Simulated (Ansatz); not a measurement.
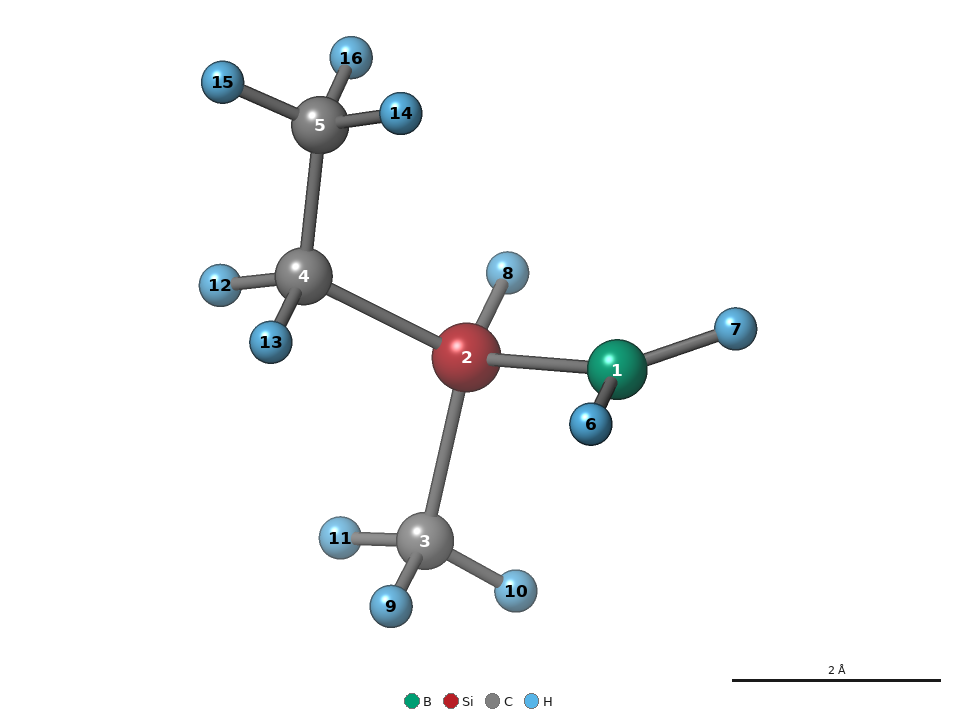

Orthographic view. Atoms fade into the background with distance from the viewer. The geometry was computed by an optimisation with PBE-D4/def2-SVP. No frequency run is at hand to confirm it as a minimum.

Write the connection table.

B1: Si2, H6, H7
Si2: B1, C3, C4, H8
C3: Si2, H9, H10, H11
C4: Si2, C5, H12, H13
C5: C4, H14, H15, H16
(terminal hydrogens appear only as neighbours)
